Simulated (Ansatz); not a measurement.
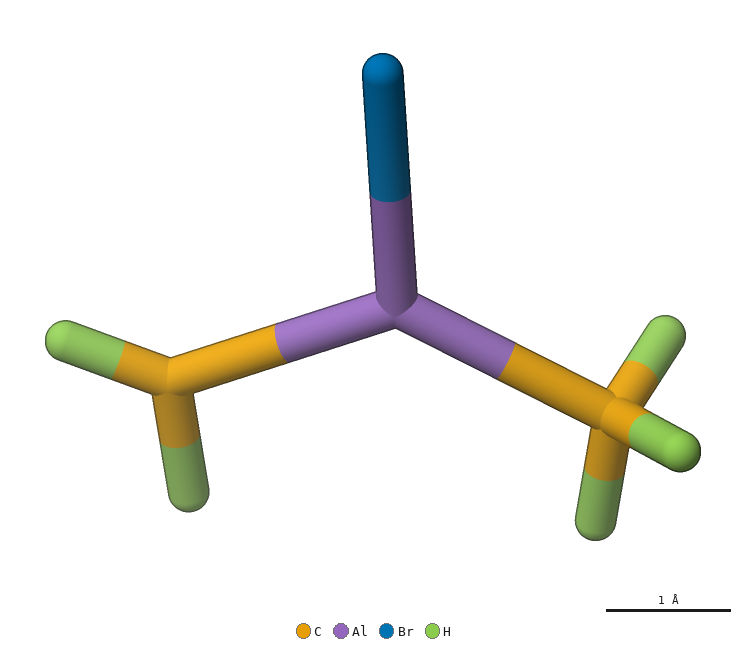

Starting geometry of the run.

Input file:

```yaml
crystal:
  periodic: [false, false, false]
  atoms:
    - {symbol: C, position_ang: [-0.368185, 1.840864, -0.911200]}
    - {symbol: Al, position_ang: [-0.315599, -0.165586, -0.473429]}
    - {symbol: C, position_ang: [0.567715, -1.095804, 1.035871]}
    - {symbol: Br, position_ang: [-1.297422, -1.459126, -2.141020]}
    - {symbol: H, position_ang: [-0.713007, 2.354902, -1.573845]}
    - {symbol: H, position_ang: [0.106064, 2.404465, -0.032437]}
    - {symbol: H, position_ang: [-0.196307, -1.419939, 1.464980]}
    - {symbol: H, position_ang: [1.366060, -1.875858, 0.749627]}
    - {symbol: H, position_ang: [0.955243, -0.325647, 1.708910]}
basis:
  gaussian: {orbitals: 6-31G, fitting: {mean_field: def2-universal-jkfit}}
magnetization: {spin_polarized: true, initial_magnetization: 1}
hamiltonian: {xc: {name: RPBE}, dispersion: d3bj}
output: {forces: true}
```

It was started with:

```sh
ansatz run in.yaml --threads 4 --pin off --events-out ev --progress --plain --max-ram 10444MiB
```

Result:

```
Functional definition: RPBE
  name "RPBE"
  cite "Hammer, Hansen & Nørskov, Phys. Rev. B 59, 7413 (1999) doi:10.1103/PhysRevB.59.7413"
  cite "Perdew, Burke & Ernzerhof, Phys. Rev. Lett. 77, 3865 (1996) doi:10.1103/PhysRevLett.77.3865"
  parameter kappa = 0.804
  parameter beta = 0.06672455060314922
  exchange = rpbe_x(kappa = kappa, mu = beta*pi^2/3)
  correlation = pbe_c(beta = beta)
634 factors; integrals over basis functions are off by at most 5.5e-2 eV
mean field evaluation 1: about -78761.0059 eV, gradient 5.8e1 eV
mean field evaluation 2: about -78700.7596 eV, gradient 9.0e1 eV
mean field evaluation 4: about -78776.9236 eV, gradient 2.5e1 eV
mean field evaluation 8: about -78781.3719 eV, gradient 2.0e-1 eV
mean field evaluation 16: about -78781.3741 eV, gradient 4.0e-5 eV
mean field -78781.37412147 eV, -2895.1620990308 hartree, gradient 7.5e-6 eV, S^2 0.752927; 0 other end points of the search recorded, 0 dependent functions left out
the calculation of the forces begins
reference -78781.37416005 eV, -2895.1621004483 hartree; 33, 32 occupied and 37, 38 virtual orbitals, 634 factors
Total energy: -78782.51861006 eV, -2895.2041582107 hartree
Atom 0 at    -0.368185     1.840864    -0.911200 Å, force     5.145693    -7.233315    10.486148 eV/Å
Atom 1 at    -0.315599    -0.165586    -0.473429 Å, force     0.429292     1.559079    -1.004593 eV/Å
Atom 2 at     0.567715    -1.095804     1.035871 Å, force     7.333595     3.028358    -4.527387 eV/Å
Atom 3 at    -1.297422    -1.459126    -2.141020 Å, force    -0.229568    -0.323243    -0.229609 eV/Å
Atom 4 at    -0.713007     2.354902    -1.573845 Å, force    -4.454511     6.236351    -8.567266 eV/Å
Atom 5 at     0.106064     2.404465    -0.032437 Å, force    -0.499843    -0.301962    -1.104400 eV/Å
Atom 6 at    -0.196307    -1.419939     1.464980 Å, force    -7.098400    -4.200434     4.426957 eV/Å
Atom 7 at     1.366060    -1.875858     0.749627 Å, force    -1.283864     1.086310     0.443988 eV/Å
Atom 8 at     0.955243    -0.325647     1.708910 Å, force     0.657606     0.148856     0.076163 eV/Å
Dipole moment:     0.234704     0.371304     0.543592 e Å
```

The run converged.
